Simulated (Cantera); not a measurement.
Charge: 1 mol MgCO3, 0.077 mol H2S, 0.055 mol O2, held at 10000 Pa.

Method: chemical equilibrium by Gibbs-energy minimisation in Cantera with the NASA 1993 tables (ideal gas, pure condensed phases). Candidate condensed phases: C, C6H6, C7H8, C8H18, H2O, H2SO4, Mg, MgCO3, MgO, Mg(OH)2, MgS, MgSO4, S; 130 gas species. Gases not in the tables: S3 to S7. Equilibrium is a limit: real reactors are often held back by kinetics, nucleation or transport.

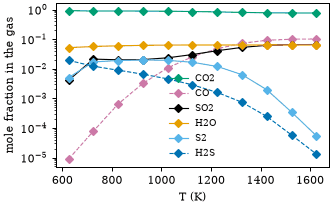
Figure. Equilibrium gas composition (values under 1e-9 drawn at 1e-9)

Problem. Read off the mole fractions at 1625 K.

Solution. CO2 about 0.77, CO about 0.10, SO2 about 0.066, H2O about 0.064, S2 about 5.5e-5, H2S about 1.3e-5.
